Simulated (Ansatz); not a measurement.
# HCl (hydrogen chloride): levels of theory compared

Aim: a comparison of 6 runs (HF/3-21G, UPBE/3-21G, wB97M-V/3-21G, BHLYP/6-31G*, UB3LYP/6-31G*, UMP2/3-21G) of HCl (hydrogen chloride). 

Program for the calculation: Ansatz 0.2.0.

56 further runs of the same task are left out: 2 that didn't finish, 54 set aside as unsound or not needed.

### 1 Starting point

HCl has 2 atoms, charge 0, and is taken as a singlet. As SMILES, `Cl`. The H2–Cl1 distance was set to 2.558 Å, away from the relaxed value.

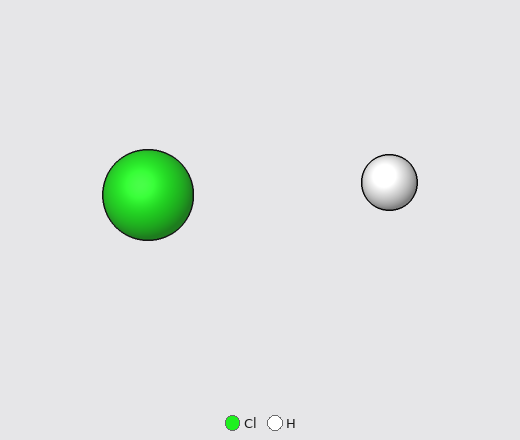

Viewed from a chosen angle; chlorine green, hydrogen white.

### 2 The energy at HF/3-21G (run 1)

Contents of input.yaml:

```yaml
basis:
  gaussian: {orbitals: 3-21G.json}
crystal:
  periodic: [false, false, false]
  atoms:
    - symbol: Cl
      position_ang: [1.638015, -0.535505, 0.842408]
    - symbol: H
      position_ang: [-0.546000, 0.178500, -0.280800]
accuracy: high
hamiltonian: {xc: hf}
```

The basis set 3-21G is read from a file made from the Basis Set Exchange's data (not shown).

Run with:

```bash
$ ansatz run input.yaml --threads 1 --pin off --max-ram 2610MiB --events-out events.jsonl --progress --plain --runs-dir runs
```

Output:

```text
Warning: RAYON_NUM_THREADS=1 ignored (pool sized by the plan → 1); use --threads N
Functional definition: HF
  name "HF"
  exchange = exact_x
  correlation = 0
254 factors; integrals over basis functions are off by at most 3.2e-9 eV
mean field evaluation 1: about -12451.5613 eV, gradient 1.8e1 eV
mean field evaluation 2: about -12451.5615 eV, gradient 1.8e1 eV
mean field evaluation 4: about -12454.3291 eV, gradient 3.9e0 eV
mean field evaluation 8: about -12454.3834 eV, gradient 9.1e-6 eV
mean field evaluation 16: about -12449.7275 eV, gradient 3.7e0 eV
mean field -12454.38343724 eV, -457.6901494344 hartree, gradient 1.6e-8 eV, S^2 0.000000; 0 other end points of the search recorded, 0 dependent functions left out
reference -12454.38343724 eV, -457.6901494344 hartree; 9, 9 occupied and 6, 6 virtual orbitals, 254 factors
Total energy: -12454.38343724 eV, -457.6901494344 hartree
```

Wall time 0.08 s (1 thread of Arm Neoverse V2, shared host).

### 3 A single-point energy at UPBE/3-21G (run 2)

Contents of run.yaml:

```yaml
crystal:
  periodic: [false, false, false]
  atoms:
    - {symbol: Cl, position_ang: [1.638015, -0.535505, 0.842408]}
    - {symbol: H, position_ang: [-0.546000, 0.178500, -0.280800]}
basis:
  gaussian: {orbitals: 3-21G.json}
magnetization: {spin_polarized: true, initial_magnetization: 0}
hamiltonian: {xc: pbe}
accuracy: high
```

The basis set 3-21G is read from a file made from the Basis Set Exchange's data (not shown).

Run with:

```bash
$ ansatz run run.yaml --threads 1 --pin off --max-ram 2610MiB --events-out events.jsonl --progress --plain --runs-dir runs
```

Output:

```text
Warning: RAYON_NUM_THREADS=1 ignored (pool sized by the plan → 1); use --threads N
Functional definition: PBE
  name "PBE"
  parameter kappa = 0.804
  parameter beta = 0.06672455060314922
  exchange = pbe_x(kappa = kappa, mu = beta*pi^2/3)
  correlation = pbe_c(beta = beta)
254 factors; integrals over basis functions are off by at most 3.2e-9 eV
mean field evaluation 1: about -12465.1930 eV, gradient 1.7e1 eV
mean field evaluation 2: about -12447.8737 eV, gradient 4.0e1 eV
mean field evaluation 4: about -12469.1330 eV, gradient 3.8e0 eV
mean field evaluation 8: about -12469.3400 eV, gradient 1.5e-1 eV
mean field evaluation 16: about -12469.3405 eV, gradient 1.2e-4 eV
mean field evaluation 32: about -12469.4983 eV, gradient 1.8e0 eV
mean field evaluation 64: about -12469.5984 eV, gradient 5.8e-8 eV
mean field evaluation 96: about -12469.5875 eV, gradient 9.0e-1 eV
mean field -12469.59840795 eV, -458.2492892946 hartree, gradient 2.1e-8 eV, S^2 0.606535; 8 other end points of the search recorded, 0 dependent functions left out
reference -12469.59840969 eV, -458.2492893589 hartree; 9, 9 occupied and 6, 6 virtual orbitals, 254 factors
Total energy: -12469.59840969 eV, -458.2492893589 hartree
```

Wall time 2 s (1 thread of Arm Neoverse V2, shared host).

Runs 3 to 5 aren't shown in full; the table further down has their settings and results.

### 4 The energy at UMP2/3-21G (run 6)

Contents of in.yaml:

```yaml
crystal:
  periodic: [false, false, false]
  atoms:
    - {symbol: Cl, position_ang: [1.638015, -0.535505, 0.842408]}
    - {symbol: H, position_ang: [-0.546000, 0.178500, -0.280800]}
basis:
  gaussian:
    orbitals: 3-21G.json
magnetization:
  spin_polarized: true
correlation:
  method: mp2
  frozen_orbitals: {Cl: 5, H: 0}
accuracy: high
```

The basis set 3-21G is read from a file made from the Basis Set Exchange's data (not shown).

Run with:

```bash
$ ansatz run in.yaml --threads 1 --pin off --max-ram 2610MiB --events-out events.jsonl --progress --plain --runs-dir runs
```

Output:

```text
Warning: RAYON_NUM_THREADS=1 ignored (pool sized by the plan → 1); use --threads N
Functional definition: HF
  name "HF"
  exchange = exact_x
  correlation = 0
254 factors; integrals over basis functions are off by at most 3.2e-9 eV
mean field evaluation 1: about -12451.5613 eV, gradient 1.3e1 eV
mean field evaluation 2: about -12451.5615 eV, gradient 1.3e1 eV
mean field evaluation 4: about -12454.3291 eV, gradient 2.8e0 eV
mean field evaluation 8: about -12454.3834 eV, gradient 8.5e-6 eV
mean field evaluation 16: about -12454.3834 eV, gradient 9.6e-7 eV
mean field evaluation 32: about -12456.7473 eV, gradient 1.7e-8 eV
mean field evaluation 64: about -12456.4843 eV, gradient 6.4e-2 eV
mean field evaluation 96: about -12456.4416 eV, gradient 2.3e0 eV
mean field -12456.74733339 eV, -457.7770210155 hartree, gradient 1.7e-8 eV, S^2 0.926823; 11 other end points of the search recorded, 0 dependent functions left out
5 core orbitals not correlated: weight in the atoms' cores, before any rotation towards them, 1.000 or more for the frozen orbitals, at most 0.000 for the correlated occupied ones
reference -12456.74733339 eV, -457.7770210155 hartree; 4, 4 occupied and 6, 6 virtual orbitals, 254 factors
second order -0.82926657 eV of doubles, -0.00000000 eV of singles
Total energy: -12457.57659997 eV, -457.8074960000 hartree
```

It took 0.18 s on 1 thread of Arm Neoverse V2, shared host.

### 5 The series

```
run                                level  frozen core orbitals  energy (Eh)  wall time
  1                             HF/3-21G                     –  -457.690149     0.08 s
  2                           UPBE/3-21G                     –  -458.249289        2 s
  3                        wB97M-V/3-21G                     –  -458.389401      3.3 s
  4   BHLYP/6-31G* (spherical functions)                     –  -460.595728     0.42 s
  5  UB3LYP/6-31G* (spherical functions)                     –  -460.650485      2.4 s
  6                           UMP2/3-21G                     5  -457.807496     0.18 s
```

### 6 Results

```
                                          quantity          value
                               run 6: total energy  -457.80750 Eh
run 6: correlation energy (5 core orbitals frozen)      -30.5 mEh
          run 6: ⟨S²⟩ of the reference determinant          0.927
```

In words: Totals of different functionals can't be ranked against each other. In runs 1, 3, 4 a closed-shell determinant meets a far-stretched bond, which it describes badly. Spin contamination of the reference: run 6 ⟨S²⟩ = 0.93, run 5 ⟨S²⟩ = 0.69, run 2 ⟨S²⟩ = 0.61. Where it is this large, the reference is a mixture of spin states, and values that rest on it are in doubt. All runs together took 8.3 s, the longest 3.3 s.
